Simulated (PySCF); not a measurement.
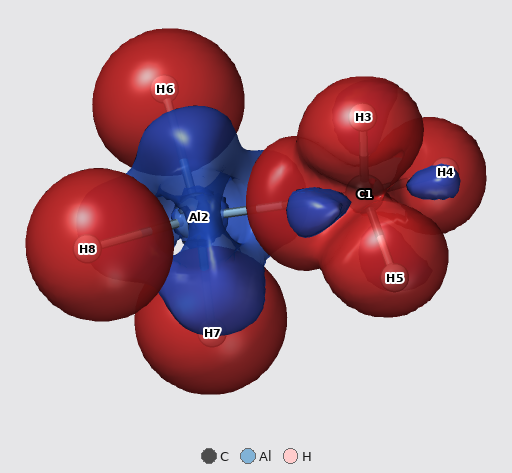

Figure. CH6Al, charge −1, SMILES `[CH3][AlH3-]`. Deformation density (molecule less spherical, spin-averaged free atoms at the same positions), surfaces at ±0.04 e/Å³; red: gain, blue: loss.

Computed with PySCF, BLYP/def2-SVPD, geometry: GFN2-xTB. No frequency check shows the geometry to be a minimum.

Input script:

```python
import numpy as np
from pyscf import gto, scf, dft
from pyscf.scf import atom_ks, atom_hf
from scipy.linalg import block_diag

def solve(mol, dm0=None, hcore=None):
    mf = (dft.UKS if mol.spin else dft.RKS)(mol, xc='blyp')
    mf.grids.level = 3
    mf = mf.density_fit(auxbasis='def2-universal-jkfit')
    mf.conv_tol, mf.max_cycle = 1e-8, 80
    if hcore is not None:
        mf.get_hcore = lambda *args: hcore
    mf.kernel(dm0)
    if not mf.converged:
        mf = mf.newton().run(mf.mo_coeff, mf.mo_occ, max_cycle=30)
    assert mf.converged, 'SCF not converged'
    return mf

mol = gto.M(atom='''
C      1.32344    -0.00025    -0.00023
Al    -0.72549     0.00001    -0.00001
H      1.76374     0.61558     0.79968
H      1.76445     0.38605    -0.93112
H      1.76365    -1.00046     0.13275
H     -1.26709     1.51727    -0.20856
H     -1.26721    -0.93922    -1.20950
H     -1.26687    -0.57782     1.41835
''', basis='def2-svpd', charge=-1, spin=0, verbose=4)
mf = solve(mol)
mf.analyze()
# spherically averaged free atoms, for the promolecule
atm = atom_ks.get_atm_nrks(mol, xc='blyp')
pro = block_diag(*[(atm[a[0]][2] * atm[a[0]][3]) @ atm[a[0]][2].T for a in mol._atom])
np.savez('result.npz', e=mf.e_tot, c=mf.mo_coeff, occ=mf.mo_occ, eps=mf.mo_energy, pro=pro, dip=mf.dip_moment(verbose=0), s2=mf.spin_square()[0])
```

Launched as:

```sh
OMP_NUM_THREADS=1 python input.py
```

The run took 7.7 s on 1 thread of Arm Neoverse V1 (shared host), peak memory 0.36 GiB.

Partitions, critical points and surface values were worked out afterwards from this run's density.

Describe the bonding that the map shows.

Answer. C1–H4, C1–H5 and C1–H3: +0.54 e/Å³ at the bond critical point (bond length 1.10 Å). Al2–H7, Al2–H6 and Al2–H8: +0.09 e/Å³ at the bond critical point (bond length 1.62 Å). C1–Al2: +0.08 e/Å³ at the bond critical point (bond length 2.05 Å). In all, 1.9 electrons gather in the regions of gain relative to the promolecule of neutral atoms (this includes the anion's extra charge). A small or negative value marks a very polar bond, one between electron-rich atoms, whose free-atom densities already overlap strongly, a long bond to a heavier atom, or a closed-shell contact such as a hydrogen bond.
